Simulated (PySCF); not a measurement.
# C₄H₆F₃NO: NMR shifts at several levels of theory, part 2 of 2

PySCF 2.14.0. Atoms count from 0. Earlier steps stand in the parts before.

### Step 5. Shielding tensors: wB97X-D/pcSseg-2

Job settings and geometry (Å):

```
{"job": {"kind": "nmr", "xc": "wB97X-D", "basis": "pcSseg-2", "pop": false}, "charge": 0, "multiplicity": 1}
C     -2.651068     0.853103     0.239006
N     -1.453741     0.062556     0.068440
C     -1.669608    -1.339752    -0.202833
C     -0.259107     0.694789     0.177636
O     -0.117014     1.877129     0.396332
C      1.010848    -0.173717     0.007790
F      2.087441     0.565707     0.165195
F      1.060982    -0.728836    -1.211072
F      1.052553    -1.164029     0.908630
H     -3.250377     0.854629    -0.686677
H     -2.361717     1.881288     0.483604
H     -3.269223     0.440709     1.053186
H     -2.272659    -1.457323    -1.118450
H     -2.218882    -1.808320     0.630618
H     -0.733700    -1.884633    -0.343976
```

Level: GIAO wB97X-D/pcSseg-2 NMR shielding, non-relativistic, gas phase.

The program printed:

```text
coarse grid: 13472 points
cycle   1  E = -585.2939630198  dE =  1.793e+00  |g| = 1.340e+00  |ddm| = 2.661e+00
cycle   2  E = -584.8798061324  dE =  4.142e-01  |g| = 2.101e+00  |ddm| = 1.695e+00
cycle   3  E = -585.6074747996  dE = -7.277e-01  |g| = 2.200e-01  |ddm| = 1.111e+00
cycle   4  E = -585.6142080750  dE = -6.733e-03  |g| = 1.072e-01  |ddm| = 1.373e-01
cycle   5  E = -585.6160498903  dE = -1.842e-03  |g| = 1.378e-02  |ddm| = 5.421e-02
cycle   6  E = -585.6160907566  dE = -4.087e-05  |g| = 6.317e-03  |ddm| = 1.305e-02
cycle   7  E = -585.6161000358  dE = -9.279e-06  |g| = 1.749e-03  |ddm| = 5.496e-03
final grid: 134080 points
cycle   8  E = -585.6152855107  dE = -3.188e-04  |g| = 1.146e-02  |ddm| = 6.419e-02
cycle   9  E = -585.6152867306  dE = -1.220e-06  |g| = 1.167e-02  |ddm| = 1.189e-02
cycle  10  E = -585.6153057449  dE = -1.901e-05  |g| = 1.332e-03  |ddm| = 4.903e-03
cycle  11  E = -585.6153059608  dE = -2.159e-07  |g| = 9.891e-04  |ddm| = 1.093e-03
cycle  12  E = -585.6153061242  dE = -1.635e-07  |g| = 2.082e-04  |ddm| = 6.752e-04
cycle  13  E = -585.6153061337  dE = -9.455e-09  |g| = 5.146e-05  |ddm| = 1.614e-04
cycle  14  E = -585.6153061349  dE = -1.226e-09  |g| = 1.594e-05  |ddm| = 1.046e-04
cycle  15  E = -585.6153061350  dE = -9.572e-11  |g| = 7.415e-06  |ddm| = 2.290e-05
converged SCF energy = -585.6153061350

GIAO shielding tensors (ppm)
atom      isotropic    diamagn.    paramagn.     s11        s22        s33       span
  0 C      149.189     236.679     -87.490    123.428    140.230    183.909     60.481
  1 N      144.799     326.190    -181.391     35.596    181.339    217.463    181.867
  2 C      146.863     239.392     -92.529    128.275    131.002    181.312     53.037
  3 C       16.860     258.717    -241.857    -76.947     52.604     74.924    151.871
  4 O      -76.378     395.785    -472.162   -372.691   -203.030    346.587    719.278
  5 C       58.161     241.527    -183.366     43.457     51.797     79.230     35.773
  6 F      263.828     467.714    -203.886    193.402    270.034    328.046    134.644
  7 F      256.134     471.979    -215.844    173.787    257.113    337.503    163.716
  8 F      256.475     471.875    -215.400    174.527    258.248    336.648    162.121
  9 H       29.143      27.316       1.827     24.749     27.026     35.656     10.907
 10 H       26.676      28.032      -1.356     21.485     27.330     31.213      9.729
 11 H       29.191      27.186       2.005     24.820     27.163     35.591     10.770
 12 H       28.753      28.859      -0.106     25.109     26.285     34.865      9.757
 13 H       28.739      28.871      -0.131     25.187     26.184     34.848      9.661
 14 H       27.561      30.937      -3.376     22.498     29.044     31.141      8.643
```

Run time: 54 s. Hardware: 8 threads of AMD EPYC 9R14 (Zen 4), shared host.

This run: δ C3 167.6, C5 126.3, C2 37.6, C0 35.2, H9 3.02, H12 3.00 ppm (means over like atoms).

### Step 6. NMR shieldings: KT2/pcSseg-2

Same as in step 5 but for these lines:

```diff
@@ -1,2 +1,2 @@
-{"job": {"kind": "nmr", "xc": "wB97X-D", "basis": "pcSseg-2", "pop": false}, "charge": 0, "multiplicity": 1}
+{"job": {"kind": "nmr", "xc": "KT2", "basis": "pcSseg-2", "pop": false}, "charge": 0, "multiplicity": 1}
 C     -2.651068     0.853103     0.239006
```

Method: GIAO KT2/pcSseg-2 NMR shielding, non-relativistic, gas phase.

The program printed:

```text
coarse grid: 13472 points
cycle   1  E = -593.9520994739  dE =  1.510e+00  |g| = 1.462e+00  |ddm| = 2.735e+00
cycle   2  E = -591.6811861388  dE =  2.271e+00  |g| = 3.630e+00  |ddm| = 3.708e+00
cycle   3  E = -594.2154599508  dE = -2.534e+00  |g| = 6.827e-01  |ddm| = 3.408e+00
cycle   4  E = -594.2879846568  dE = -7.252e-02  |g| = 3.527e-01  |ddm| = 6.249e-01
cycle   5  E = -594.3091982159  dE = -2.121e-02  |g| = 1.179e-01  |ddm| = 2.467e-01
cycle   6  E = -594.3120249048  dE = -2.827e-03  |g| = 3.426e-02  |ddm| = 1.027e-01
cycle   7  E = -594.3122547912  dE = -2.299e-04  |g| = 1.198e-02  |ddm| = 2.209e-02
cycle   8  E = -594.3122820536  dE = -2.726e-05  |g| = 2.426e-03  |ddm| = 9.831e-03
cycle   9  E = -594.3122830777  dE = -1.024e-06  |g| = 1.192e-03  |ddm| = 2.255e-03
final grid: 134080 points
cycle  10  E = -594.3215615333  dE = -6.285e-04  |g| = 3.563e-02  |ddm| = 2.010e-01
cycle  11  E = -594.3210900422  dE =  4.715e-04  |g| = 6.506e-02  |ddm| = 4.403e-02
cycle  12  E = -594.3217248111  dE = -6.348e-04  |g| = 1.069e-02  |ddm| = 3.133e-02
cycle  13  E = -594.3217463009  dE = -2.149e-05  |g| = 2.112e-03  |ddm| = 7.324e-03
cycle  14  E = -594.3217470464  dE = -7.455e-07  |g| = 8.921e-04  |ddm| = 1.928e-03
cycle  15  E = -594.3217472261  dE = -1.797e-07  |g| = 2.178e-04  |ddm| = 7.316e-04
cycle  16  E = -594.3217472348  dE = -8.648e-09  |g| = 6.650e-05  |ddm| = 1.526e-04
cycle  17  E = -594.3217472356  dE = -8.479e-10  |g| = 1.038e-05  |ddm| = 3.972e-05
converged SCF energy = -594.3217472356

GIAO shielding tensors (ppm)
atom      isotropic    diamagn.    paramagn.     s11        s22        s33       span
  0 C      147.550     235.536     -87.986    119.144    140.667    182.841     63.697
  1 N      139.262     321.750    -182.488     42.194    174.183    201.407    159.213
  2 C      144.460     238.382     -93.923    124.189    128.673    180.517     56.328
  3 C       28.182     259.981    -231.799    -54.949     66.880     72.614    127.563
  4 O      -52.159     393.206    -445.365   -314.950   -166.998    325.471    640.421
  5 C       56.476     243.442    -186.966     39.850     50.705     78.873     39.023
  6 F      243.404     467.870    -224.466    175.574    244.846    309.791    134.217
  7 F      234.664     472.813    -238.149    153.809    233.014    317.169    163.359
  8 F      235.077     472.667    -237.590    154.689    234.335    316.207    161.519
  9 H       28.971      26.918       2.053     24.602     26.946     35.364     10.762
 10 H       26.317      28.229      -1.912     21.306     27.074     30.571      9.265
 11 H       29.014      26.780       2.234     24.715     27.057     35.270     10.554
 12 H       28.463      28.419       0.044     24.998     25.923     34.467      9.469
 13 H       28.455      28.434       0.022     25.058     25.846     34.462      9.405
 14 H       27.257      31.149      -3.893     22.435     28.887     30.448      8.013
```

It took 30 s on 8 threads of AMD EPYC 9R14 (Zen 4), shared host.

Key values: δ C3 154.1, C5 125.8, C2 37.8, C0 34.7, H12 3.12, H9 3.08 ppm (means over like atoms).

### Step 7. Shielding tensors: HF/pcSseg-2

Same as in step 6 but for these lines:

```diff
@@ -1,2 +1,2 @@
-{"job": {"kind": "nmr", "xc": "KT2", "basis": "pcSseg-2", "pop": false}, "charge": 0, "multiplicity": 1}
+{"job": {"kind": "nmr", "xc": "HF", "basis": "pcSseg-2", "pop": false}, "charge": 0, "multiplicity": 1}
 C     -2.651068     0.853103     0.239006
```

With the program's defaults for keys left out, this is: GIAO HF/pcSseg-2 NMR shielding, non-relativistic, gas phase.

The program printed:

```text
final grid: 134080 points
cycle   1  E = -582.4878541625  dE =  2.136e+00  |g| = 1.267e+00  |ddm| = 2.688e+00
cycle   2  E = -582.6482265102  dE = -1.604e-01  |g| = 1.001e+00  |ddm| = 1.242e+00
cycle   3  E = -582.8153190827  dE = -1.671e-01  |g| = 1.248e-01  |ddm| = 5.345e-01
cycle   4  E = -582.8192822590  dE = -3.963e-03  |g| = 5.526e-02  |ddm| = 1.076e-01
cycle   5  E = -582.8200554887  dE = -7.732e-04  |g| = 1.300e-02  |ddm| = 4.687e-02
cycle   6  E = -582.8201481188  dE = -9.263e-05  |g| = 6.574e-03  |ddm| = 1.583e-02
cycle   7  E = -582.8201784462  dE = -3.033e-05  |g| = 2.224e-03  |ddm| = 1.169e-02
cycle   8  E = -582.8201822674  dE = -3.821e-06  |g| = 9.160e-04  |ddm| = 4.054e-03
cycle   9  E = -582.8201827793  dE = -5.119e-07  |g| = 2.970e-04  |ddm| = 1.535e-03
cycle  10  E = -582.8201828241  dE = -4.478e-08  |g| = 7.523e-05  |ddm| = 4.250e-04
cycle  11  E = -582.8201828278  dE = -3.705e-09  |g| = 2.227e-05  |ddm| = 1.232e-04
cycle  12  E = -582.8201828280  dE = -2.292e-10  |g| = 7.311e-06  |ddm| = 2.745e-05
converged SCF energy = -582.8201828280

GIAO shielding tensors (ppm)
atom      isotropic    diamagn.    paramagn.     s11        s22        s33       span
  0 C      159.029     232.958     -73.929    137.437    150.158    189.492     52.055
  1 N      171.375     330.975    -159.600     61.961    204.160    248.004    186.043
  2 C      157.390     235.659     -78.269    141.711    143.377    187.084     45.373
  3 C       21.875     256.292    -234.417    -81.775     55.164     92.236    174.011
  4 O      -64.752     395.749    -460.501   -346.739   -218.123    370.606    717.345
  5 C       82.854     239.594    -156.740     75.159     75.564     97.838     22.679
  6 F      301.129     466.896    -165.767    226.056    309.931    367.399    141.343
  7 F      295.739     471.164    -175.425    213.256    299.541    374.420    161.163
  8 F      295.941     471.039    -175.098    213.839    300.347    373.638    159.799
  9 H       29.462      27.118       2.344     24.830     27.192     36.364     11.534
 10 H       27.090      27.642      -0.553     21.518     27.650     32.101     10.584
 11 H       29.513      26.930       2.583     24.882     27.335     36.322     11.440
 12 H       29.146      28.604       0.542     25.176     26.564     35.698     10.523
 13 H       29.129      28.591       0.537     25.252     26.456     35.677     10.425
 14 H       28.103      30.972      -2.869     22.691     29.525     32.094      9.403
```

It took 28 s on 8 threads of AMD EPYC 9R14 (Zen 4), shared host.

Key values: δ C3 169.6, C5 108.6, C2 34.1, C0 32.4, H9 2.99, H12 2.89 ppm (means over like atoms).

### Step 8. Side by side: NMR shifts

Shifts (ppm) of some atoms, chosen among heavy atoms and hydrogens apart, means over like atoms, with basis size and wall time:

| run | C3 | C5 | H12 | H9 | N1 | O4 | F6 | functions | time |
| --- | --- | --- | --- | --- | --- | --- | --- | --- | --- |
| PBE0/pcSseg-2 | 164.9 | 125.8 | 3.03 | 3.02 | 119.1 | 404.1 | -79.5 | 408 | 42 s |
| PBE/pcSseg-2 | 161.0 | 130.8 | 3.10 | 3.05 | 129.1 | 400.7 | -94.3 | 408 | 29 s |
| wB97X-D/pcSseg-2 | 167.6 | 126.3 | 3.00 | 3.02 | 115.3 | 403.2 | -72.4 | 408 | 54 s |
| KT2/pcSseg-2 | 154.1 | 125.8 | 3.12 | 3.08 | 120.9 | 376.5 | -101.4 | 408 | 30 s |
| HF/pcSseg-2 | 169.6 | 108.6 | 2.89 | 2.99 | 89.4 | 391.1 | -52.3 | 408 | 28 s |

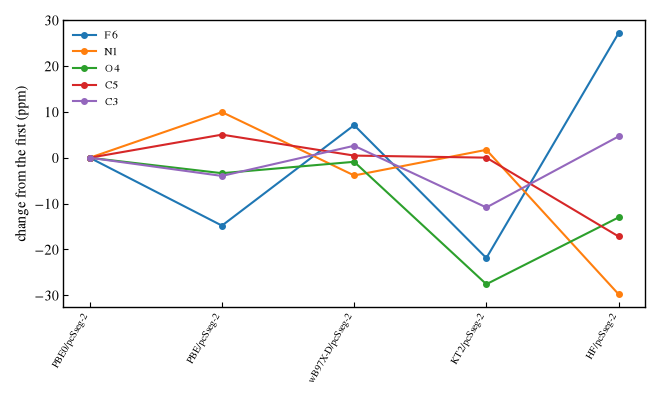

How five of the tabulated atoms move from run to run.

### Step 9. Outcome

This closing draws on all 2 parts.

```
                                                                 quantity                         value
                                     rotational constants (main isotopes)          2.58, 1.35, 1.06 GHz
                                   13C shifts against TMS (PBE0/pcSseg-2)  164.9, 125.8, 37.4, 34.9 ppm
   1H shifts against TMS (PBE0/pcSseg-2, means over atoms taken as alike)                3.03, 3.02 ppm
                                   15N shifts against NH3 (PBE0/pcSseg-2)                     119.1 ppm
                                   17O shifts against H2O (PBE0/pcSseg-2)                     404.1 ppm
19F shifts against CFCl3 (PBE0/pcSseg-2, means over atoms taken as alike)                     -79.5 ppm
                           range of the shift of F6 (with its like atoms)           -101.4 to -52.3 ppm
```

Single values in the summary come from the first sound run of each kind (PBE0/pcSseg-2), which need not be the best level. Relaxing lowered the energy by 0.045 eV in 14 steps; the close pair that moved most is N1–C3, from 1.338 to 1.356 Å. C3 (amide carbonyl carbon) lies farthest downfield among carbon, at 164.9 ppm; it is a carbonyl in resonance with an O or N lone pair, the region of acids, esters and amides. At PBE0/pcSseg-2: The largest span, 713 ppm, is at O4, where the paramagnetic term is -473 ppm. In ppm, F6 (with its like atoms) moves most: its shift spreads over 49.0 ppm, from -101.4 (KT2/pcSseg-2) to -52.3 (HF/pcSseg-2).
